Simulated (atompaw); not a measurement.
Input of atompaw 4.2.0.5:

```
Zn 30
GGA-PBE scalarrelativistic loggrid 1500 logderivrange -12 5 426
4 4 3 0 0 0
4 0 1.5
4 1 0
0 0 0
c
c
v
v
c
v
v
v
2
1.35 1.10 1.15 1.00
n
n
y
-0.55
n
bloechl besselshape
3 0.5 troulliermartins
```

Run as:
```bash
atompaw < Zn.input > Zn.log
```

Functional and relativity: PBE, scalar-relativistic.

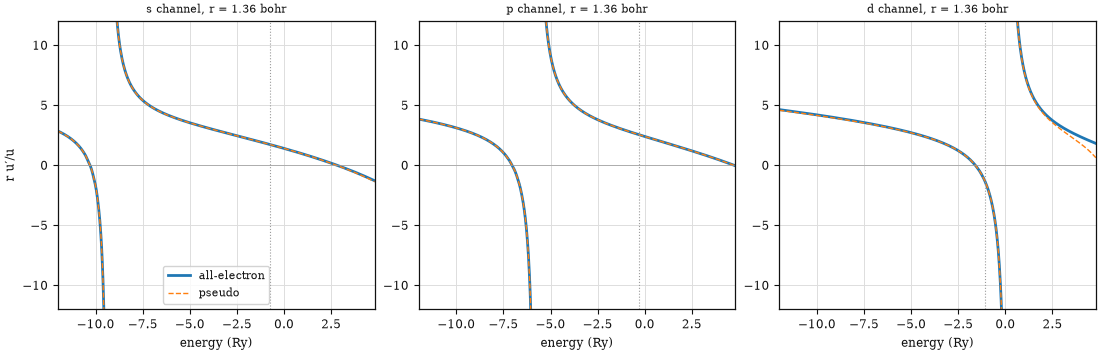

Logarithmic derivatives r u′/u at the test radius against energy, all-electron atom (solid) and pseudo-atom (dashed). Here u = r R(r). The dotted line marks the reference energy of the channel.

> At which energies does the logarithmic derivative pass through zero?

s: all-electron -10.3 and 2.8 Ry, pseudo -10.3 and 2.8 Ry; p: all-electron -7.0 and 4.7 Ry, pseudo -7.0 and 4.7 Ry; d: all-electron -1.6 Ry, pseudo -1.6 Ry.

> Where are the poles, the energies at which the radial function vanishes at the test radius?

s: all-electron at -9.3 Ry, pseudo at -9.3 Ry; p: all-electron at -5.8 Ry, pseudo at -5.8 Ry; d: all-electron at 0.1 Ry, pseudo at 0.1 Ry.

> What does the plot say about ghosts?

The plot shows none: pseudo and all-electron curves have the same branches in all channels drawn. The separate test gives: no ghost state below the valence levels in the s, p, d, f channels.
